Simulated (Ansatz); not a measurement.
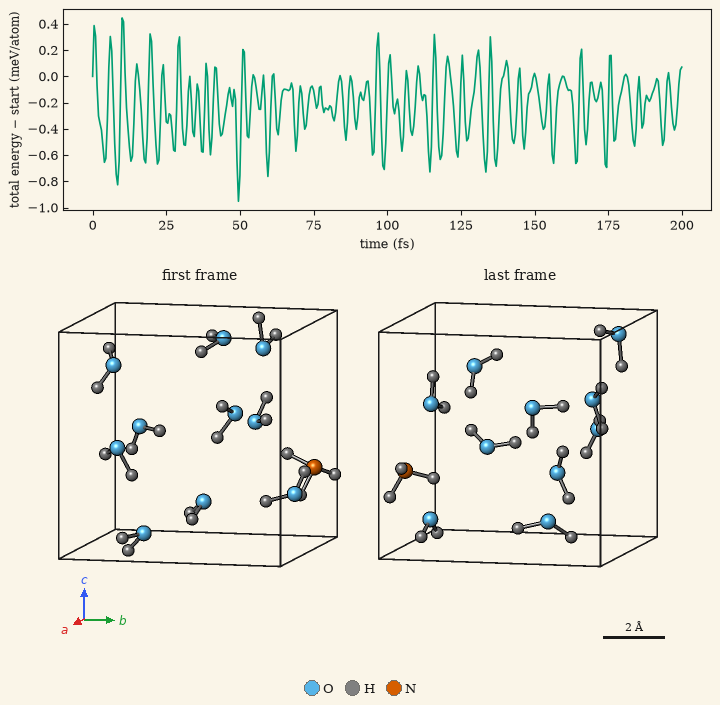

Molecular dynamics of a periodic cell with 10 H2O + 1 NH3 at 0.743 g/cm³, 200 fs long. It starts from the last geometry of an earlier run, with fresh velocities. The picture is a ball-and-stick view of the simulation cell, seen slightly off an axis.

Computed with Ansatz, DFT PBE-D3(BJ), scalar-relativistic, plane waves, PAW. Run with plane-wave cutoff 420 eV; k-point mesh 1 × 1 × 1; Fermi-Dirac smearing 0.02 eV; low-accuracy preset; constant energy (NVE); velocities drawn for 1500 K; time step 0.5 fs.

How well is the energy conserved, and can the run be trusted?

The total energy stays between −0.95 and 0.45 meV per atom of its start. A straight-line fit has a slope that amounts to +0.045 meV per atom over 200 fs (under 0.1 % of the mean kinetic energy), and the ripple about it is 1.7 % of the kinetic energy's fluctuation. With a drift under 2 % and a ripple under 7 %, the integration is accurate. Over the second half the temperature averages 1532 K (spread ±100 K). The potential energy in the second half lies on average 4.3 meV per atom below the first frame.

Limits of the set-up: the program's low-accuracy preset was used; the periodic images lie only 7.6 Å apart, so the values are limited by the cell's size.
